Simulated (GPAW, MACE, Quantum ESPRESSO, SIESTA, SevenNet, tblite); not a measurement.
## Running amorphous Si0.4Ge0.6 (101 atoms) with SIESTA

Aim: run amorphous Si0.4Ge0.6 (101 atoms) in SIESTA and see how near its forces come to a plane-wave reference, and at what cost.

Main program and level: SIESTA 5.4.2; the method is named at each step.

## (1) The structure

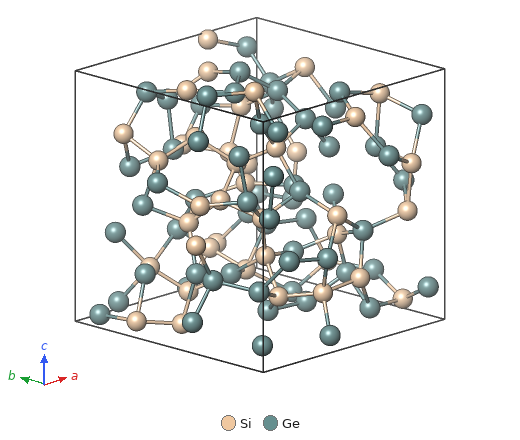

Start, viewed from a free direction; silicon light orange, germanium teal. Bonds to atoms that aren't drawn are left out. Some periodic images of atoms are drawn too.

The cell holds 101 atoms: 40 Si and 61 Ge. Cell: a = 13.082 Å, b = 13.082 Å, c = 13.082 Å, α = 90.0°, β = 90.0°, γ = 90.0°. 101 atoms (40 Si, 61 Ge) placed at random at 4.12 g/cm³, melted at 3500 K for 10 ps at fixed volume with the Tersoff potential (Tersoff, Phys. Rev. B 39, 5566 (1989)). Quenched from 3500 K to 100 K at 500 K/ps and fixed volume, held 5 ps. Then every atom was moved at random, 0.05 Å r.m.s. a Cartesian component.

The yardstick, on the same geometry:

| Item | Value |
| --- | --- |
| method | Kohn-Sham DFT, PBE, SSSP efficiency 1.3.0 pseudopotentials, plane waves (Quantum ESPRESSO 7.5); sssp-pbe-1.3.0-efficiency, cutoffs 45/360 Ry, Γ point |
| r.m.s. force component | 0.534 eV/Å |
| longest force | 2.645 eV/Å |
| pressure | 0.2887 GPa |
| time | 9.9 min on 4 MPI ranks of Arm Neoverse V1, shared host |
| CPU time | 40 min |

## (2) PBE, DZP, shift 0.01 Ry, mesh 300 Ry

Method: Kohn-Sham DFT, PBE, PseudoDojo 0.4.1 norm-conserving pseudopotentials (converted to PSML), numerical atomic orbitals (DZP), diagonalisation.

The .psml files are PseudoDojo norm-conserving potentials that we converted to this format, checked against plane waves on the same files for H, C, O, Si, Ge and Ca alone.

The input, input.fdf:

```
SystemLabel cell
NumberOfAtoms 101
NumberOfSpecies 2
%block ChemicalSpeciesLabel
  1 14 Si
  2 32 Ge
%endblock ChemicalSpeciesLabel
LatticeConstant 1.0 Ang
%block LatticeVectors
  13.08230 0.00000 0.00000
  0.00000 13.08230 0.00000
  0.00000 0.00000 13.08230
%endblock LatticeVectors
PAO.BasisSize DZP
PAO.EnergyShift 0.01 Ry
XC.Functional GGA
XC.Authors PBE
MeshCutoff 300 Ry
%block kgrid_Monkhorst_Pack
  1 0 0 0.0
  0 1 0 0.0
  0 0 1 0.0
%endblock kgrid_Monkhorst_Pack
SolutionMethod diagon
OccupationFunction FD
ElectronicTemperature 580 K
SCF.Mixer.Method Pulay
SCF.Mixer.Weight 0.05
SCF.Mixer.History 8
SCF.Mix Hamiltonian
MaxSCFIterations 300
SCF.DM.Tolerance 1e-04
SCF.H.Tolerance 1.0e-3 eV
WriteForces T
Write.HirshfeldPop T
Write.VoronoiPop T
Write.DM F
Write.H F
XML.Write F
AtomicCoordinatesFormat Fractional
%block AtomicCoordinatesAndAtomicSpecies
  0.54471 0.13184 0.48315 1
  0.66253 0.12454 0.21123 1
  0.59414 0.86613 0.89757 1
  0.98395 0.77044 0.51400 1
  0.28237 0.66948 0.40095 1
  0.92863 0.55451 0.13606 1
  0.66145 0.81812 0.57179 1
  0.16033 0.89816 0.73505 1
  0.81591 0.86971 0.48129 1
  0.58807 0.66132 0.49576 1
  0.36460 0.74988 0.09374 1
  0.97307 0.19679 0.04745 1
  0.47781 0.14395 0.18682 1
  0.14136 0.47242 0.53775 1
  0.74213 0.96447 0.16221 1
  0.51285 0.42661 0.70182 1
  0.44757 0.42139 0.28414 1
  0.26575 0.85978 0.18836 1
  0.75257 0.33322 0.32536 1
  0.58710 0.85059 0.19925 1
  0.19408 0.74594 0.65212 1
  0.02375 0.69720 0.05681 1
  0.39788 0.30247 0.15653 1
  0.70330 0.79663 0.75138 1
  0.32152 0.53842 0.50926 1
  0.63086 0.11924 0.86166 1
  0.35604 0.70476 0.72015 1
  0.29497 0.69155 0.92232 1
  0.86733 0.04818 0.64151 1
  0.56798 0.97673 0.58975 1
  0.90628 0.65311 0.89320 1
  0.01823 0.37594 0.42502 1
  0.29192 0.32941 0.99084 1
  0.45908 0.58493 0.61903 1
  0.38538 0.37877 0.45513 1
  0.91522 0.26302 0.86623 1
  0.72309 0.99175 0.97302 1
  0.60724 0.67867 0.14375 1
  0.17689 0.60380 0.03332 1
  0.85798 0.06036 0.45120 1
  0.43047 0.58641 0.18388 2
  0.68146 0.64108 0.31719 2
  0.24347 0.31954 0.56410 2
  0.04851 0.39300 0.83075 2
  0.44624 0.11612 0.86423 2
  0.42840 0.56479 0.90965 2
  0.21440 0.97689 0.03718 2
  0.68755 0.43923 0.77734 2
  0.12432 0.38822 0.26047 2
  0.85659 0.45360 0.43746 2
  0.17104 0.80648 0.46642 2
  0.67148 0.41966 0.05546 2
  0.81723 0.43732 0.63810 2
  0.21533 0.33652 0.74708 2
  0.16773 0.94903 0.32952 2
  0.96679 0.77698 0.32856 2
[... 41 atom lines left out ...]
  0.22298 0.23803 0.22520 2
  0.26766 0.87832 0.88317 2
  0.44657 0.88802 0.29648 2
  0.06384 0.62524 0.61521 2
%endblock AtomicCoordinatesAndAtomicSpecies
```

The run is started by

```sh
$ OMP_NUM_THREADS=1 mpirun -np 2 siesta < input.fdf > output.txt
```

What it wrote:

```text
Version         : 5.4.2
reinit: System Name:
reinit: System Label: cell
initatom: Reading input for the pseudopotentials and atomic orbitals ----------
Species number:   1 Atomic number:   14 Label: Si
Species number:   2 Atomic number:   32 Label: Ge
Ground state valence configuration (from tables):   3s02  3p02  3d00  4f00
Ground state valence configuration (from tables):   4s02  4p02  4d00  4f00
---- Processing specs for species: Si
GGA--PBE XC_GGA_X_PBE--XC_GGA_C_PBE pb
---- Processing specs for species: Ge
GGA--PBE XC_GGA_X_PBE--XC_GGA_C_PBE pb
Semicore shell(s) with 10 electrons included in the valence for Ge
Semicore shell(s): 3d
Fallback to non-perturbative polarization scheme for Ge
Please see the manual if this is not desired in principle
Si pseudopotential only contains V_ls up to l=2 -- lmxkb reset.
Ge pseudopotential only contains V_ls up to l=2 -- lmxkb reset.
Using PAO.SplitTailNorm
%block ChemicalSpeciesLabel
    1   14 Si                      # Species index, atomic number, species label
    2   32 Ge                      # Species index, atomic number, species label
%endblock ChemicalSpeciesLabel
%block PAO.Basis                 # Define Basis set
Si                    2                    # Species label, number of l-shells
 n=3   0   2                         # n, l, Nzeta
   5.392      3.847
   1.000      1.000
 n=3   1   2 P   1                   # n, l, Nzeta, Polarization, NzetaPol
   6.844      4.952
   1.000      1.000
Ge                    4                    # Species label, number of l-shells
 n=4   0   2                         # n, l, Nzeta
   5.264      3.748
   1.000      1.000
 n=4   1   2                         # n, l, Nzeta
   6.996      5.083
   1.000      1.000
 n=3   2   1                         # n, l, Nzeta
   2.782
   1.000
 n=4   2   1                         # n, l, Nzeta
   6.996
   1.000
%endblock PAO.Basis
coor:   Atomic-coordinates input format  =     Fractional
siesta: System type = bulk
initatomlists: Number of atoms, orbitals, and projectors:    101  1618  1818
siesta: ******************** Simulation parameters ****************************
Total number of electrons:  1014.000000
Total ionic charge:  1014.000000
 Kpoints in:            1 . Kpoints trimmed:            1
siesta: k-grid: Number of k-points = 1
siesta: k-points from Monkhorst-Pack grid
siesta: k-cutoff (effective) =     6.541 Ang
siesta: k-point supercell and displacements
siesta: k-grid:     1     0     0      0.000
siesta: k-grid:     0     1     0      0.000
siesta: k-grid:     0     0     1      0.000
                     ====================================
                        Single-point calculation
                     ====================================
outcell: Unit cell vectors (Ang):
       13.082300    0.000000    0.000000
        0.000000   13.082300    0.000000
        0.000000    0.000000   13.082300
outcell: Cell vector modules (Ang)   :   13.082300   13.082300   13.082300
outcell: Cell angles (23,13,12) (deg):     90.0000     90.0000     90.0000
outcell: Cell volume (Ang**3)        :   2238.9908
Gamma-point calculation with multiply-connected orbital pairs
Gamma-point calculation with multiply-connected orbital pairs
Folding of H and S implicitly performed
Folding of H and S implicitly performed
new_DM -- step:     1
Initializing Density Matrix...
Attempting to read DM from file... Failed...
DM filled with atomic data:
InitMesh: MESH = 144 x 144 x 144 = 2985984
InitMesh: Mesh cutoff (required, used) =   300.000   334.857 Ry
stepf: Fermi-Dirac step function
        iscf     Eharris(eV)        E_KS(eV)     FreeEng(eV)     dDmax    Ef(eV) dHmax(eV)
   scf:    1  -152693.949425  -152744.478142  -152744.779958  1.404800 -3.878435  5.794990
   scf:    2  -152755.116068  -152750.627151  -152750.935646  0.015032 -3.882940  3.845609
   scf:    3  -152756.210204  -152754.017704  -152754.331310  0.017212 -3.895844  2.868461
   scf:    4  -152756.332230  -152755.473574  -152755.791939  0.022538 -3.918546  1.840939
   scf:    5  -152756.501570  -152756.091624  -152756.414658  0.032569 -3.946934  0.964985
   scf:    6  -152756.308164  -152756.222712  -152756.549448  0.022419 -3.966455  0.684825
[...]
scf:   19  -152756.399110  -152756.399112  -152756.728330  0.000055 -3.998619  0.001482
   scf:   20  -152756.399114  -152756.399113  -152756.728331  0.000035 -3.998533  0.001059
   scf:   21  -152756.399114  -152756.399113  -152756.728331  0.000025 -3.998479  0.000838
SCF Convergence by DM+H criterion
max |DM_out - DM_in|         :     0.0000247659
max |H_out - H_in|      (eV) :     0.0008379274
SCF cycle converged after 21 iterations
Using DM_out to compute the final energy and forces
siesta: E_KS(eV) =          -152756.3991
siesta: E_KS - E_eggbox =   -152756.3991
siesta: Atomic forces (eV/Ang):
     1    0.817156   -0.128028    0.458488
     2   -0.063251   -0.365315   -0.872969
     3    0.230265   -0.264726   -0.712588
     4    0.031249   -0.016332    0.617217
     5   -0.050333    0.184724   -0.804075
     6   -0.044462    0.624731   -0.078978
[...]
99   -0.630241   -0.746243    0.362643
   100   -0.994358    0.757396   -0.172015
   101   -0.496723   -0.377707   -0.028056
----------------------------------------
   Tot    0.001378    0.000333    0.006662
----------------------------------------
   Max    2.676384
   Res    0.614748    sqrt( Sum f_i^2 / 3N )
----------------------------------------
   Max    2.676384    constrained
Stress tensor Voigt[x,y,z,yz,xz,xy] (kbar):      -19.03      -12.59      -20.64       -2.41       -2.24       10.45
(Free)E + p*V (eV/cell)  -152732.3822
Target enthalpy (eV/cell)  -152756.7283
siesta: Program's energy decomposition (eV):
siesta: Ebs     =    -21104.040991
siesta: Eions   =    156052.038724
siesta: Ena     =      5379.819662
siesta: Ekin    =    113104.680138
siesta: Enl     =    -77671.189959
siesta: DEna    =       362.990924
siesta: DUscf   =        12.566518
siesta: Ex      =    -35776.024459
siesta: Ec      =     -2117.203214
siesta: Exc     =    -37893.227673
siesta: Eharris =   -152756.399114
siesta: Etot    =   -152756.399114
siesta: FreeEng =   -152756.728331
siesta: Final energy (eV):
siesta:  Band Struct. =  -21104.040991
siesta:       Kinetic =  113104.680138
siesta:       Hartree =   58749.033824
siesta:         Exch. =  -35776.024459
siesta:         Corr. =   -2117.203214
siesta:   Exch.-corr. =  -37893.227673
siesta:  Ion-electron = -225803.445738
siesta:       Ion-ion =  -60913.439664
siesta:         Total = -152756.399114
siesta:         Fermi =      -3.998479
siesta: Stress tensor (static) (eV/Ang**3):
siesta:    -0.011880    0.006521   -0.001395
siesta:     0.006521   -0.007861   -0.001506
siesta:    -0.001395   -0.001506   -0.012880
siesta: Cell volume =       2238.990816 Ang**3
siesta: Pressure (static):
siesta:                Solid            Molecule  Units
siesta:           0.00011843          0.00013501  Ry/Bohr**3
siesta:           0.01087372          0.01239606  eV/Ang**3
siesta:          17.42161912         19.86068313  kBar
    Orbital volume contribution        =          79.241354 eV
    (Free)E + p_basis*V_orbitals       =     -152677.486977 eV
    (Free)Eharris+ p_basis*V_orbitals  =     -152677.486977 eV
Hirshfeld Atomic Populations:
Atom #   charge [q] valence [e]  Species
     1    -0.003566    4.003566  Si
     2    -0.017398    4.017398  Si
     3    -0.030072    4.030072  Si
     4    -0.039789    4.039789  Si
     5    -0.036585    4.036585  Si
     6    -0.037810    4.037810  Si
[...]
41     0.023808   13.976192  Ge
    42     0.026636   13.973364  Ge
    43     0.026102   13.973898  Ge
    44     0.012991   13.987009  Ge
    45    -0.012083   14.012083  Ge
    46     0.019488   13.980512  Ge
[...]
--------------------
 Total     0.000067
Voronoi Atomic Populations:
Atom #   charge [q] valence [e]  Species
[...]
38    -0.046995    4.046995  Si
    39     0.009608    3.990392  Si
    40    -0.005182    4.005182  Si
[...]
99     0.037074   13.962926  Ge
   100     0.032392   13.967608  Ge
   101     0.023833   13.976167  Ge
--------------------
 Total     0.000067
```

The job ended after 6 min (2 MPI ranks of Arm Neoverse V1, shared host; peak memory 2.4 GiB).

Banners, paths, timers and routine set-up lines are dropped from the logs unmarked, and long logs keep their key lines alone; longer cuts are marked.

Against the reference:

* r.m.s. force component: 0.6148 eV/Å
* r.m.s. difference of force components: 139.1 meV/Å
* longest difference of force vectors: 446.9 meV/Å
* force difference over r.m.s. force: 26.05 %
* slope of forces against the reference's: 1.129
* correlation of force components: 0.9805
* pressure: 1.742 GPa
* pressure difference: 1.454 GPa

This run lies far from the reference in forces at the same functional.

Length of the force difference by element (eV/Å):

| element | atoms | mean | most |
| --- | --- | --- | --- |
| Ge | 61 | 0.28 | 0.45 |
| Si | 40 | 0.12 | 0.24 |

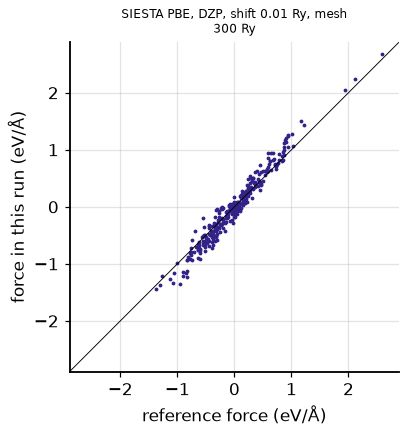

Force components against those of the reference; the line marks equality.

Local excerpt of 9 atoms (numbers count through the whole input) about Si19, which bears the longest force; x, y, z are measured from there.

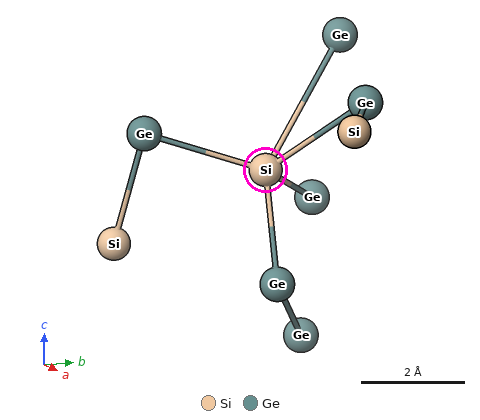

The atoms of the table, within 3.9 Å (arrows a, b, c point along x, y, z); some may hide others; the central atom is ringed.

| atom | x | y | z | distance (Å) | Hirshfeld charge (e) | Fx | Fy | Fz (eV/Å) |
| --- | --- | --- | --- | --- | --- | --- | --- | --- |
| Si19 | 0.00 | 0.00 | 0.00 | 0.00 | -0.07 | 0.01 | -0.61 | 2.68 |
| Ge89 | 0.68 | -0.01 | -2.16 | 2.26 | 0.03 | 1.27 | 0.17 | -0.42 |
| Ge60 | -1.55 | 1.55 | -0.90 | 2.37 | 0.00 | -0.61 | -0.02 | 0.50 |
| Ge73 | -0.55 | -2.33 | 0.77 | 2.52 | 0.03 | -0.17 | 0.40 | 0.41 |
| Ge50 | 1.36 | 1.57 | 1.47 | 2.55 | 0.02 | -0.03 | 0.24 | -0.93 |
| Ge95 | -1.08 | 1.95 | 2.38 | 3.27 | 0.06 | -0.60 | -0.01 | -0.30 |
| Si2 | -1.18 | -2.73 | -1.49 | 3.33 | -0.02 | -0.06 | -0.37 | -0.87 |
| Si32 | 3.48 | 0.56 | 1.30 | 3.75 | -0.04 | 2.04 | 0.30 | 0.09 |
| Ge52 | -1.06 | 1.13 | -3.53 | 3.86 | 0.00 | 0.02 | 0.05 | -0.17 |

Forces lie 26 % from the reference's, at 0.30 times its CPU time (on 2 against 4 cores).

## (3) PBE, SZ, shift 0.01 Ry, mesh 300 Ry

Method: Kohn-Sham DFT, PBE, PseudoDojo 0.4.1 norm-conserving pseudopotentials (converted to PSML), numerical atomic orbitals (SZ), diagonalisation.

input.fdf, as its differences from that of step 2:

```diff
@@ -13,3 +13,3 @@
 %endblock LatticeVectors
-PAO.BasisSize DZP
+PAO.BasisSize SZ
 PAO.EnergyShift 0.01 Ry
```

The run is started by

```sh
$ OMP_NUM_THREADS=1 siesta < input.fdf > output.txt
```

What it wrote:

```text
Version         : 5.4.2
reinit: System Name:
reinit: System Label: cell
initatom: Reading input for the pseudopotentials and atomic orbitals ----------
Species number:   1 Atomic number:   14 Label: Si
Species number:   2 Atomic number:   32 Label: Ge
Ground state valence configuration (from tables):   3s02  3p02  3d00  4f00
Ground state valence configuration (from tables):   4s02  4p02  4d00  4f00
---- Processing specs for species: Si
GGA--PBE XC_GGA_X_PBE--XC_GGA_C_PBE pb
---- Processing specs for species: Ge
GGA--PBE XC_GGA_X_PBE--XC_GGA_C_PBE pb
Semicore shell(s) with 10 electrons included in the valence for Ge
Semicore shell(s): 3d
Ge pseudopotential only contains V_ls up to l=2 -- lmxkb reset.
Using PAO.SplitTailNorm
%block ChemicalSpeciesLabel
[... lines left out ...]
Total number of electrons:  1014.000000
[... lines left out ...]
stepf: Fermi-Dirac step function
        iscf     Eharris(eV)        E_KS(eV)     FreeEng(eV)     dDmax    Ef(eV) dHmax(eV)
[... lines left out ...]
SCF Convergence by DM+H criterion
[... lines left out ...]
SCF cycle converged after 18 iterations
[... lines left out ...]
   Max    4.088842
[... lines left out ...]
   Max    4.088842    constrained
Stress tensor Voigt[x,y,z,yz,xz,xy] (kbar):      -90.25      -81.82      -95.61       -2.31       -1.51       14.98
[... lines left out ...]
siesta: DEna    =       292.198820
siesta: DUscf   =         7.464748
siesta: Ex      =    -35855.711338
siesta: Ec      =     -2121.952121
siesta: Exc     =    -37977.663460
siesta: Eharris =   -152668.039257
siesta: Etot    =   -152668.039250
siesta: FreeEng =   -152668.341322
siesta: Final energy (eV):
siesta:  Band Struct. =  -20758.920421
siesta:       Kinetic =  113963.481135
siesta:       Hartree =   59011.598609
siesta:         Exch. =  -35855.711338
siesta:         Corr. =   -2121.952121
siesta:   Exch.-corr. =  -37977.663460
siesta:  Ion-electron = -226752.015870
siesta:       Ion-ion =  -60913.439664
siesta:         Total = -152668.039250
siesta:         Fermi =      -3.738764
siesta: Stress tensor (static) (eV/Ang**3):
siesta:    -0.056331    0.009350   -0.000945
siesta:     0.009350   -0.051068   -0.001441
siesta:    -0.000945   -0.001441   -0.059677
siesta: Cell volume =       2238.990816 Ang**3
siesta: Pressure (static):
siesta:                Solid            Molecule  Units
siesta:           0.00060656          0.00056437  Ry/Bohr**3
siesta:           0.05569198          0.05181825  eV/Ang**3
siesta:          89.22839017         83.02199216  kBar
    Orbital volume contribution        =          38.895565 eV
    (Free)E + p_basis*V_orbitals       =     -152629.445757 eV
    (Free)Eharris+ p_basis*V_orbitals  =     -152629.445764 eV
Hirshfeld Atomic Populations:
Atom #   charge [q] valence [e]  Species
     1    -0.001326    4.001326  Si
     2    -0.029777    4.029777  Si
     3    -0.011912    4.011912  Si
[...]
41     0.013588   13.986412  Ge
    42     0.031704   13.968296  Ge
    43     0.025891   13.974109  Ge
[...]
--------------------
 Total    -0.000021
Voronoi Atomic Populations:
Atom #   charge [q] valence [e]  Species
[...]
39    -0.000164    4.000164  Si
    40     0.006586    3.993414  Si
[...]
100     0.026290   13.973710  Ge
   101     0.044384   13.955616  Ge
--------------------
 Total    -0.000021
```

It took 2.6 min on 1 thread; peak memory 1 GiB.

Against the reference:

```
r.m.s. force component                  : 0.8402 eV/Å
r.m.s. difference of force components   : 410.6 meV/Å
longest difference of force vectors     : 1614 meV/Å
force difference over r.m.s. force      : 76.9 %
slope of forces against the reference's : 1.442
correlation of force components         : 0.9166
pressure                                : 8.923 GPa
pressure difference                     : 8.634 GPa
```

This is a coarse setting, run to see what it loses.

Against the first run (26 %), the force difference from the reference is 77 %, at 0.22 times the CPU time (on 1 against 2 cores), with 709 basis functions against 1618: the smaller basis costs accuracy.

(Part 1 of 2 ends here.)

[Also dropped from logs without a mark: logging warnings of Python, and SIESTA's first energy breakdown and zero terms.]

[Logs are printed without paths, hosts, clocks, repeated set-up lines and the standing remarks that a program may print on its own settings, such as how far it seeks lower states.]

[Hosts, paths, dates, database ids (printed as entryN), source tags and the programs' standing remarks are cut or masked in the printed files.]
